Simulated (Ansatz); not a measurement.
Consider FH9Si3Sn (SMILES [F][Sn]([SiH3])([SiH3])[SiH3]).

```xyz
14

F    -2.1975   -1.0796    0.3763
Si    0.4904    0.1597    2.4451
Si   -1.0002    1.9473   -1.1899
Si    0.8806   -1.9303   -1.3117
Sn   -0.4542   -0.2247    0.0809
H    -0.4142    1.0523    3.2291
H     1.8283    0.8159    2.3131
H     0.6550   -1.1416    3.1587
H    -1.8860    2.8250   -0.3686
H     0.2841    2.6657   -1.4589
H    -1.6655    1.6369   -2.4902
H     1.0579   -3.2030   -0.5511
H     2.2262   -1.3446   -1.6021
H     0.1822   -2.2085   -2.6019
```

Geometry: PBE0-D4/def2-SVP; core potentials replace the inner electrons of Sn.

Method: isolated molecule in a Gaussian basis; Kohn-Sham density functional theory, functional PBE0 (Ansatz).

**What can the converged electron density and electron localisation function tell about the bonding?**

Si–Sn (2.57 Å): ρ at the midpoint is about 0.5 e/Å³; the ELF peaks at about 0.95 between the atoms: localised, covalent bonding.
Si–H (1.49 Å): ρ at the midpoint is about 0.76 e/Å³; the ELF climbs to about 1 towards the hydrogen, as it does in any bond to H.

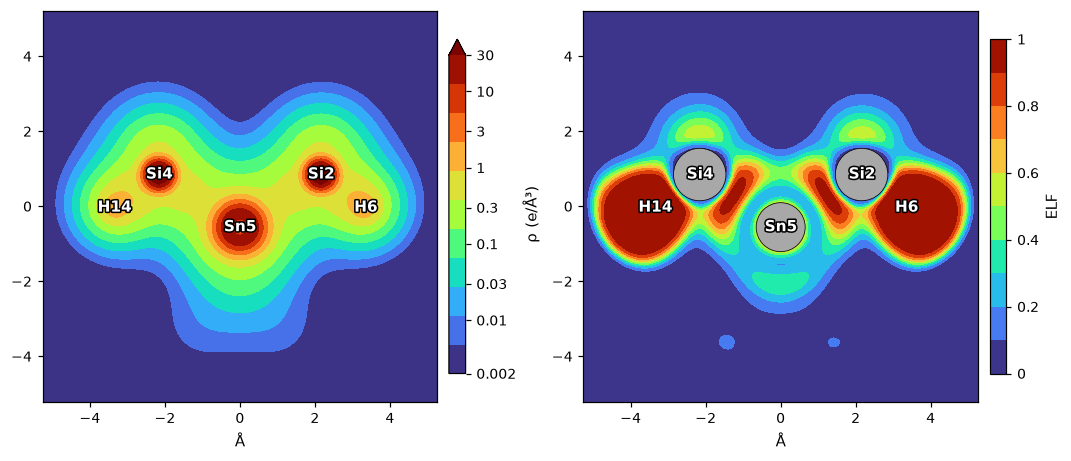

Computed electron density and electron localisation function on the plane of atoms Si2, Sn5 and Si4, in this order. Grey discs cover the atomic cores in the ELF map. 
